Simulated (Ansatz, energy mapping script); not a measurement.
# Spin model of Sr2CrFeAsO3 from collinear orders

Wanted: the magnetic order of Sr2CrFeAsO3, its couplings and an estimate of its ordering temperature, by PBEsol+U (3.5/4.5 eV).

Main program and level: Ansatz 0.2.0; PBEsol with U = 3.5 eV on Cr d and U = 4.5 eV on Fe d, ortho-atomic projectors; plane waves, U on orthogonalised atomic orbitals unless named otherwise, collinear spin, no spin–orbit coupling.

## 1. Set-up

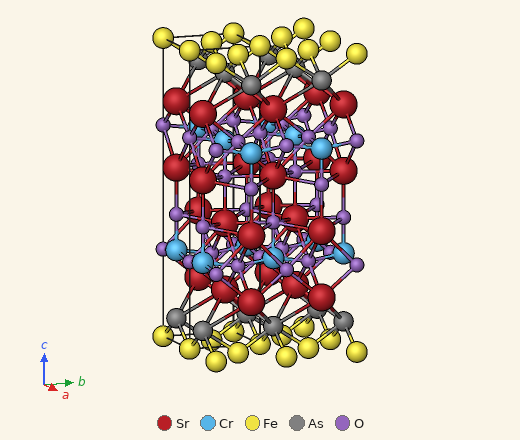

The cell as given, slightly off an axis (strontium red, chromium blue, iron yellow, arsenic grey, oxygen purple). 2×2×1 cells are drawn. Some periodic images of atoms are drawn too.

As a file:

```cif
data_structure
_symmetry_space_group_name_H-M 'P4/nmm:1'
_symmetry_Int_Tables_number 129
_cell_length_a 3.8962
_cell_length_b 3.8962
_cell_length_c 15.7167
_cell_angle_alpha 90.000
_cell_angle_beta 90.000
_cell_angle_gamma 90.000
_cell_volume 238.58
loop_
_atom_site_label
_atom_site_type_symbol
_atom_site_symmetry_multiplicity
_atom_site_Wyckoff_symbol
_atom_site_fract_x
_atom_site_fract_y
_atom_site_fract_z
_atom_site_occupancy
Sr1 Sr 2 c 0.50000 0.00000 0.80906 1
Sr2 Sr 2 c 0.50000 0.00000 0.58642 1
Cr1 Cr 2 c 0.00000 0.50000 0.69020 1
Fe1 Fe 2 a 0.50000 0.50000 0.00000 1
As1 As 2 c 0.00000 0.50000 0.91851 1
O1 O 4 f 0.50000 0.50000 0.70811 1
O2 O 2 c 0.00000 0.50000 0.56999 1
```

The cell comes from a database of computed structures, and need not be the one that the compound takes in experiment.

A Hubbard U penalises fractional filling of the shell. It raises the cost of virtual hops to the neighbours, so couplings that rest on such hops usually weaken.

## 2. Order 1: parallel, cell A of 16 atoms

The parallel order is the zero of energy for this cell and mesh.

input.yaml reads:

```yaml
crystal:
  lattice:
    - [3.89618702, 0.0, 0.0]
    - [0.0, 3.89618702, 0.0]
    - [0.0, 0.0, 15.71667981]
  atoms:
    - { symbol: Sr, position: [0.5, 0.0, 0.80906427] }
    - { symbol: Sr, position: [0.0, 0.5, 0.19093573] }
    - { symbol: Sr, position: [0.5, 0.0, 0.58642041] }
    - { symbol: Sr, position: [0.0, 0.5, 0.41357959] }
    - { symbol: Cr, position: [0.0, 0.5, 0.6902018], spin: 3.0 }
    - { symbol: Cr, position: [0.5, 0.0, 0.3097982], spin: 3.0 }
    - { symbol: Fe, position: [0.5, 0.5, 0.0], spin: 4.0 }
    - { symbol: Fe, position: [0.0, 0.0, 0.0], spin: 4.0 }
    - { symbol: As, position: [0.0, 0.5, 0.9185112] }
    - { symbol: As, position: [0.5, 0.0, 0.0814888] }
    - { symbol: O, position: [0.5, 0.5, 0.70810975] }
    - { symbol: O, position: [0.0, 0.0, 0.70810975] }
    - { symbol: O, position: [0.0, 0.0, 0.29189025] }
    - { symbol: O, position: [0.5, 0.5, 0.29189025] }
    - { symbol: O, position: [0.0, 0.5, 0.56998875] }
    - { symbol: O, position: [0.5, 0.0, 0.43001125] }
magnetization:
  spin_polarized: true
kpoints:
  mp_grid: { grid: [10, 10, 3] }
hamiltonian:
  xc: pbesol
  hubbard:
    sites:
      - { species: Cr, l: d, u_eff: 3.5 }
      - { species: Fe, l: d, u_eff: 4.5 }
      - { site: 4, l: d, u_eff: 3.5, starting_ns: [{ spin: up, occupation_matrix: cr5_major }, { spin: down, occupation_matrix: cr5_minor }] }
      - { site: 5, l: d, u_eff: 3.5, starting_ns: [{ spin: up, occupation_matrix: cr6_major }, { spin: down, occupation_matrix: cr6_minor }] }
      - { site: 6, l: d, u_eff: 4.5, starting_ns: [{ spin: up, occupation_matrix: fe7_major }, { spin: down, occupation_matrix: fe7_minor }] }
      - { site: 7, l: d, u_eff: 4.5, starting_ns: [{ spin: up, occupation_matrix: fe8_major }, { spin: down, occupation_matrix: fe8_minor }] }
    projectors: ortho-atomic
    occupation_matrices:
      cr5_major:
        matrix:
          - [0.374, 0.0, 0.0, 0.0, 0.0]
          - [0.0, 0.98, 0.0, 0.0, 0.0]
          - [0.0, 0.0, 0.98, 0.0, 0.0]
          - [0.0, 0.0, 0.0, 0.336, 0.0]
          - [0.0, 0.0, 0.0, 0.0, 0.99]
      cr5_minor:
        matrix:
          - [0.215, 0.0, 0.0, 0.0, 0.0]
          - [0.0, 0.116, 0.0, 0.0, 0.0]
          - [0.0, 0.0, 0.116, 0.0, 0.0]
          - [0.0, 0.0, 0.0, 0.234, 0.0]
          - [0.0, 0.0, 0.0, 0.0, 0.109]
      cr6_major:
        matrix:
          - [0.374, 0.0, 0.0, 0.0, 0.0]
          - [0.0, 0.98, 0.0, 0.0, 0.0]
          - [0.0, 0.0, 0.98, 0.0, 0.0]
          - [0.0, 0.0, 0.0, 0.336, 0.0]
          - [0.0, 0.0, 0.0, 0.0, 0.99]
      cr6_minor:
        matrix:
          - [0.215, 0.0, 0.0, 0.0, 0.0]
          - [0.0, 0.116, 0.0, 0.0, 0.0]
          - [0.0, 0.0, 0.116, 0.0, 0.0]
          - [0.0, 0.0, 0.0, 0.234, 0.0]
          - [0.0, 0.0, 0.0, 0.0, 0.109]
      fe7_major:
        matrix:
          - [0.972, 0.007, 0.0, 0.0, 0.0]
          - [0.007, 0.947, 0.0, 0.0, 0.0]
          - [0.0, 0.0, 0.949, 0.0, -0.006]
          - [0.0, 0.0, 0.0, 0.959, 0.0]
          - [0.0, 0.0, -0.006, 0.0, 0.976]
      fe7_minor:
        matrix:
          - [0.722, -0.32, 0.0, 0.005, 0.0]
          - [-0.32, 0.34, 0.0, -0.014, 0.0]
          - [0.0, 0.0, 0.296, 0.0, 0.245]
          - [0.005, -0.014, 0.0, 0.169, 0.0]
          - [0.0, 0.0, 0.245, 0.0, 0.517]
      fe8_major:
        matrix:
          - [0.972, 0.007, 0.0, 0.0, 0.0]
          - [0.007, 0.947, 0.0, 0.0, 0.0]
          - [0.0, 0.0, 0.949, 0.0, -0.006]
          - [0.0, 0.0, 0.0, 0.959, 0.0]
          - [0.0, 0.0, -0.006, 0.0, 0.976]
      fe8_minor:
        matrix:
          - [0.722, -0.32, 0.0, 0.005, 0.0]
          - [-0.32, 0.34, 0.0, -0.014, 0.0]
          - [0.0, 0.0, 0.296, 0.0, 0.245]
          - [0.005, -0.014, 0.0, 0.169, 0.0]
          - [0.0, 0.0, 0.245, 0.0, 0.517]
scf:
  occupations: { method: fermi_dirac, width: 0.05 }
output:
  eigenvalues: true
```

Command:

```console
$ ansatz run input.yaml --threads 8 --pin off --max-ram 61440MiB --backend cuda --events-out ev --progress --plain --runs-dir out --max-vram 78GiB
```

Numbers of over 12 decimals in the logs are rounded to 6 here.

What it wrote:

```text
Warning: crystal.symmetry: narrowed to the stabiliser of the occupation matrices — unitary ops 16 → 4; lowered by the specified shells (site 6, l: d), (site 7, l: d); largest admitted image defect 8.9e-16, smallest excluded 3.2e-1 — at a splitting's scale: the group the occupation matrices' own texture admits
Engine: ansatz 0.2.0, aarch64-unknown-linux-gnu
Pseudopotentials: kind: paw
Pseudopotential: Sr, paw, valence charge 10, recommended cutoff 420 eV (normal), Sr.paw.azcp
Pseudopotential: Cr, paw, valence charge 14, recommended cutoff 420 eV (normal), Cr.paw.azcp
Pseudopotential: Fe, paw, valence charge 16, recommended cutoff 420 eV (normal), Fe.paw.azcp
Pseudopotential: As, paw, valence charge 15, recommended cutoff 420 eV (normal), As.paw.azcp
Pseudopotential: O, paw, valence charge 6, recommended cutoff 420 eV (normal), O.paw.azcp
Functional definition: PBEsol
  exchange = pbesol_x
  correlation = pbesol_c
[...]
Crystal: 16 atoms, lattice volume = 238.583 Å³
Basis set: ecut = 420 eV, 4685 PW (Γ)
Bands: 108, of which v1, the nominal top of the filled ones, is band 83 counted from 1 (82 counted from 0)
Symmetry: 4 space group operations
k-points: 96 of 300
Non-local potential: Sr, projectors of the file, l = 0: 3, l = 1: 2, l = 2: 2
Non-local potential: Cr, projectors of the file, l = 0: 3, l = 1: 2, l = 2: 3, l = 3: 1
Non-local potential: Fe, projectors of the file, l = 0: 3, l = 1: 2, l = 2: 3, l = 3: 1
Non-local potential: As, projectors of the file, l = 0: 2, l = 1: 2, l = 2: 3, l = 3: 1
Non-local potential: O, projectors of the file, l = 0: 2, l = 1: 2, l = 2: 1
PAW form: soft (Blöchl's): semilocal exchange-correlation on the pseudo side does not see the compensation charge
PAW frozen core: Sr, regenerated for the run's functional, and the local potential with it (the file was generated under x = pbe(κ = 0.804, μ = 0.219515), c = pbe(β = 0.066725))
PAW frozen core: Cr, regenerated for the run's functional, and the local potential with it (the file was generated under x = pbe(κ = 0.804, μ = 0.219515), c = pbe(β = 0.066725))
PAW frozen core: Fe, regenerated for the run's functional, and the local potential with it (the file was generated under x = pbe(κ = 0.804, μ = 0.219515), c = pbe(β = 0.066725))
PAW frozen core: As, regenerated for the run's functional, and the local potential with it (the file was generated under x = pbe(κ = 0.804, μ = 0.219515), c = pbe(β = 0.066725))
PAW frozen core: O, regenerated for the run's functional, and the local potential with it (the file was generated under x = pbe(κ = 0.804, μ = 0.219515), c = pbe(β = 0.066725))
PAW one-centre angular grid: Sr, 110 points (default); XC on 64 Gauss nodes
PAW one-centre angular grid: Cr, 590 points (default); XC on 64 Gauss nodes
[...]
Initial density: superposition of atomic densities (chi_scale 0.1, normalization cell, long waves kept whole (reshape's long-wave potential 6.22 eV rms))
Starting moments: Σ|m| = 14 μB on 4 of 16 sites
Initial wavefunctions: pseudopotential atomic-orbital guess
[...]
Functional: x = pbesol(κ = 0.804, μ = 0.123457), c = pbesol(β = 0.046)
SCF iter   1: F=—  HF=-42779.218615 eV  |F-HF|=—  |Δ(HF+E_count)|=         —  Δρ=3.49e-1 (↑2.64e-1 ↓3.49e-1)  dr2=7.60e3  dr2_m=5.40e1  M=1.527 μB ∫|m|=1.878 μB  β_m=0.30  ethr=3.10e-3  ⟨swp⟩=13.7  Hψ=128629  notcnv=0  defer=57
preconditioner: auto → Kerker (q_TF=auto, 2.568 Å⁻¹)  [metal: Δε(μ)=0.024 eV  Ē_g=13.831 eV  σ=0.050 eV  W_gap=0.12  n_scr=68 (ndim 8)  ℏωp=24.8 eV  f_vac=0.000  D(μ)=5.76/eV (n_scr^D=38)]
spin=Collinear: Kerker preconditioning applied to the charge; magnetization (m = ρ↑ − ρ↓) channel mixes plain (no charge-response kernel on spin).
SCF iter   2: F=—  HF=-42605.283269 eV  |F-HF|=—  |Δ(HF+E_count)|=    1.74e2  Δρ=1.17e-1 (↑1.17e-1 ↓7.62e-2)  dr2=7.75e2  dr2_m=8.18e0  M=2.179 μB ∫|m|=7.999 μB  β_m=0.30  ethr=3.10e-3  ⟨swp⟩=6.2  Hψ=74971  notcnv=0  defer=2311
[...]
SCF 1 converged in 37 iterations: F = -42560.679895 eV  dr2 = 1.94e-8
[...]
SCF converged after 37 iterations
[...]
site 4 (l=d) ↓: largest change of an orbital's occupation 0.0004; electrons 0.7900 specified, 0.7908 found; spectral distance 0.0006
  site 5 (l=d) ↑: largest change of an orbital's occupation 0.0004; electrons 3.6600 specified, 3.6597 found; spectral distance 0.0005
  site 4 (l=d) ↑: largest change of an orbital's occupation 0.0004; electrons 3.6600 specified, 3.6597 found; spectral distance 0.0005
--- Band table (eV; the first three rows and the last of 192) ---
  k-point 0 ↑: bands = ["-76.4463", "-76.4290", "-61.3699", "-61.3699", "-42.9417", "-42.8934", "-42.8584", "-42.8106", "-42.2448", "-42.2264", "-32.8933", "-32.8933", "-32.8147", "-32.8147", "-32.8147", "-32.8147", "-23.6028", "-23.6008", "-23.6001", "-23.5998", "-23.5902", "-23.5899", "-23.5812", "-23.5788", "-23.5775", "-23.5774", "-22.5567", "-22.5496", "-22.5134", "-22.4746", "-7.5544", "-7.5168", "-6.1837", "-6 [...]
  k-point 1 ↑: bands = ["-76.4463", "-76.4290", "-61.3699", "-61.3699", "-42.9417", "-42.8934", "-42.8584", "-42.8106", "-42.2448", "-42.2264", "-32.8933", "-32.8933", "-32.8147", "-32.8147", "-32.8147", "-32.8147", "-23.6028", "-23.6008", "-23.6001", "-23.5998", "-23.5902", "-23.5899", "-23.5812", "-23.5788", "-23.5775", "-23.5774", "-22.5565", "-22.5498", "-22.5133", "-22.4746", "-7.5550", "-7.5161", "-6.1837", "-6 [...]
  k-point 2 ↑: bands = ["-76.4459", "-76.4294", "-61.3699", "-61.3699", "-42.9399", "-42.8915", "-42.8606", "-42.8128", "-42.2444", "-42.2268", "-32.8932", "-32.8932", "-32.8157", "-32.8157", "-32.8146", "-32.8146", "-23.6026", "-23.6009", "-23.6004", "-23.6000", "-23.5902", "-23.5899", "-23.5811", "-23.5789", "-23.5774", "-23.5773", "-22.5540", "-22.5475", "-22.5117", "-22.4746", "-7.5264", "-7.4838", "-6.2283", "-6 [...]
  k-point 95 ↓: bands = ["-73.3858", "-73.3858", "-58.3829", "-58.3829", "-39.8225", "-39.8225", "-39.7023", "-39.7023", "-39.5094", "-39.5094", "-29.9525", "-29.9525", "-29.9124", "-29.9124", "-29.9122", "-29.9122", "-23.6221", "-23.6221", "-23.6183", "-23.6183", "-23.6126", "-23.6126", "-23.6057", "-23.6057", "-23.5989", "-23.5989", "-22.4878", "-22.4878", "-22.4474", "-22.4474", "-6.7010", "-6.7010", "-6.6933", "- [...]
Occupation matrices written to <dir>
```

Run time: 12 s. Hardware: 1 × NVIDIA GB200 with 8 threads of Arm Neoverse V2, shared host; peak memory 2 GiB; 46 s of CPU time.

Spin moment in the sphere by atom:

| atom | spin moment in the sphere (μB) |
| --- | --- |
| Sr1 | 0.01 |
| Sr2 | 0.01 |
| Sr3 | 0.00 |
| Sr4 | 0.00 |
| Cr5 | 2.34 |
| Cr6 | 2.34 |
| Fe7 | 2.64 |
| Fe8 | 2.64 |
| As9 | -0.09 |
| As10 | -0.09 |
| O11 | 0.00 |
| O12 | 0.00 |
| O13 | 0.00 |
| O14 | 0.00 |
| O15 | -0.01 |
| O16 | -0.01 |

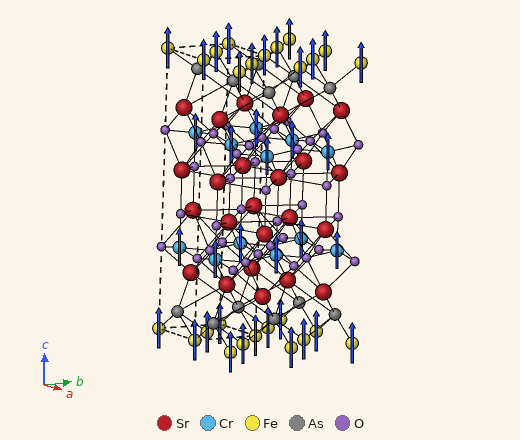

Spin moment in the sphere as arrows, the longest 2.64 μB. Up and down stand for the sign. Arrows give size and sign along the axis of quantisation, drawn up and down the page. 2×2×1 cells are drawn. Some periodic images of atoms are drawn too.

The run ends ferromagnetic.

## 3. Uncompensated +++− start in cell A (16 atoms)

This order reverses 2 of the 2 neighbours at 2.75 Å, 0 of the 2 neighbours at 3.90 Å and 0 of the 2 neighbours at 3.90 Å, counted for an average magnetic atom.

input.yaml, as its differences from that of step 2:

```diff
@@ -13,3 +13,3 @@
     - { symbol: Fe, position: [0.5, 0.5, 0.0], spin: 4.0 }
-    - { symbol: Fe, position: [0.0, 0.0, 0.0], spin: 4.0 }
+    - { symbol: Fe, position: [0.0, 0.0, 0.0], spin: -4.0 }
     - { symbol: As, position: [0.0, 0.5, 0.9185112] }
@@ -35,3 +35,3 @@
       - { site: 6, l: d, u_eff: 4.5, starting_ns: [{ spin: up, occupation_matrix: fe7_major }, { spin: down, occupation_matrix: fe7_minor }] }
-      - { site: 7, l: d, u_eff: 4.5, starting_ns: [{ spin: up, occupation_matrix: fe8_major }, { spin: down, occupation_matrix: fe8_minor }] }
+      - { site: 7, l: d, u_eff: 4.5, starting_ns: [{ spin: up, occupation_matrix: fe8_minor }, { spin: down, occupation_matrix: fe8_major }] }
     projectors: ortho-atomic
```

What it wrote:

```text
[...]
Crystal: 16 atoms, lattice volume = 238.583 Å³
Basis set: ecut = 420 eV, 4685 PW (Γ)
Bands: 108, of which v1, the nominal top of the filled ones, is band 83 counted from 1 (82 counted from 0)
Symmetry: 2 space group operations
k-points: 96 of 300 (time reversal used)
[...]
Starting moments: Σ|m| = 14 μB on 4 of 16 sites
[...]
SCF iter   1: F=—  HF=-42779.398353 eV  |F-HF|=—  |Δ(HF+E_count)|=         —  Δρ=3.38e-1 (↑3.38e-1 ↓2.77e-1)  dr2=7.58e3  dr2_m=5.37e1  M=0.839 μB ∫|m|=1.748 μB  β_m=0.30  ethr=3.10e-3  ⟨swp⟩=11.8  Hψ=123726  notcnv=0  defer=364
[...]
SCF iter   2: F=—  HF=-42605.813260 eV  |F-HF|=—  |Δ(HF+E_count)|=    1.74e2  Δρ=1.06e-1 (↑1.06e-1 ↓8.31e-2)  dr2=8.60e2  dr2_m=7.13e0  M=0.641 μB ∫|m|=7.543 μB  β_m=0.30  ethr=3.10e-3  ⟨swp⟩=7.6  Hψ=100125  notcnv=0  defer=2221
[...]
SCF 1 converged in 49 iterations: F = -42560.906672 eV  dr2 = 3.80e-8
[...]
SCF converged after 49 iterations
[...]
--- Band table (eV; the first three rows and the last of 192) ---
[...]
Occupation matrices written to <dir>
```

Wall time 14 s (1 × NVIDIA GB200 with 8 threads); peak memory 2.1 GiB.

Spin moment in the sphere by atom:

| atom | spin moment in the sphere (μB) |
| --- | --- |
| Sr1 | 0.00 |
| Sr2 | 0.00 |
| Sr3 | 0.00 |
| Sr4 | 0.00 |
| Cr5 | 2.33 |
| Cr6 | 2.33 |
| Fe7 | 2.79 |
| Fe8 | -2.80 |
| As9 | -0.01 |
| As10 | -0.01 |
| O11 | 0.00 |
| O12 | 0.00 |
| O13 | 0.00 |
| O14 | 0.00 |
| O15 | -0.01 |
| O16 | -0.01 |

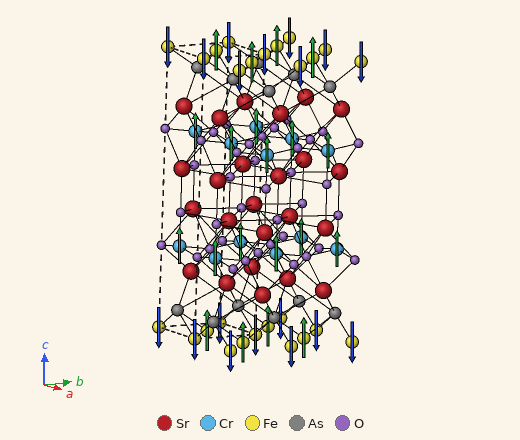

Spin moment in the sphere as arrows, the longest 2.80 μB. Up and down stand for the sign. Arrows give size and sign along the axis of quantisation, drawn up and down the page. The two directions have two colours. 2×2×1 cells are drawn. Some periodic images of atoms are drawn too.

The run ends ferrimagnetic, 59.24 meV a magnetic atom below the parallel order of its cell, a difference that unlike orbital or electronic states can set, not exchange alone.

## 4. Order 3: uncompensated ++−−, cell A of 16 atoms

This order reverses 0 of the 2 neighbours at 2.75 Å, 0 of the 2 neighbours at 3.90 Å and 0 of the 2 neighbours at 3.90 Å, counted for an average magnetic atom.

input.yaml, as its differences from that of step 3:

```diff
@@ -12,3 +12,3 @@
     - { symbol: Cr, position: [0.5, 0.0, 0.3097982], spin: 3.0 }
-    - { symbol: Fe, position: [0.5, 0.5, 0.0], spin: 4.0 }
+    - { symbol: Fe, position: [0.5, 0.5, 0.0], spin: -4.0 }
     - { symbol: Fe, position: [0.0, 0.0, 0.0], spin: -4.0 }
@@ -34,3 +34,3 @@
       - { site: 5, l: d, u_eff: 3.5, starting_ns: [{ spin: up, occupation_matrix: cr6_major }, { spin: down, occupation_matrix: cr6_minor }] }
-      - { site: 6, l: d, u_eff: 4.5, starting_ns: [{ spin: up, occupation_matrix: fe7_major }, { spin: down, occupation_matrix: fe7_minor }] }
+      - { site: 6, l: d, u_eff: 4.5, starting_ns: [{ spin: up, occupation_matrix: fe7_minor }, { spin: down, occupation_matrix: fe7_major }] }
       - { site: 7, l: d, u_eff: 4.5, starting_ns: [{ spin: up, occupation_matrix: fe8_minor }, { spin: down, occupation_matrix: fe8_major }] }
```

What it wrote:

```text
[...]
Crystal: 16 atoms, lattice volume = 238.583 Å³
Basis set: ecut = 420 eV, 4685 PW (Γ)
Bands: 108, of which v1, the nominal top of the filled ones, is band 83 counted from 1 (82 counted from 0)
Symmetry: 4 space group operations
k-points: 96 of 300
[...]
Starting moments: Σ|m| = 14 μB on 4 of 16 sites
[...]
SCF iter   2: F=—  HF=-42605.365683 eV  |F-HF|=—  |Δ(HF+E_count)|=    1.74e2  Δρ=1.00e-1 (↑9.76e-2 ↓1.00e-1)  dr2=7.73e2  dr2_m=8.10e0  M=-1.376 μB ∫|m|=7.931 μB  β_m=0.30  ethr=3.10e-3  ⟨swp⟩=8.2  Hψ=108330  notcnv=0  defer=2263
[...]
SCF 1 converged in 35 iterations: F = -42560.662632 eV  dr2 = 3.20e-9
[...]
SCF converged after 35 iterations
[...]
--- Band table (eV; the first three rows and the last of 192) ---
[...]
Occupation matrices written to <dir>
```

It took 9.2 s on 1 × NVIDIA GB200 with 8 threads; peak memory 2 GiB.

The run ends ferrimagnetic, 4.24 meV a magnetic atom above the parallel order of its cell, a difference that unlike orbital or electronic states can set, not exchange alone (energies taken at zero occupation width, not the printed F).

(Part 1 of 3 ends here.)

[Logs and program files are shortened in this print: banners, set-up blocks, solver, clock and traceback lines can be left out without a mark of their own.]

[Logs are printed without paths, hosts, clocks, repeated set-up lines and the standing remarks that a program may print on its own settings, such as how far it seeks lower states.]

[Hosts, paths, dates, database ids (printed as entryN), source tags and the programs' standing remarks are cut or masked in the printed files.]

[Where a cell is said to come from a database of computed structures, the database is the Materials Project.]
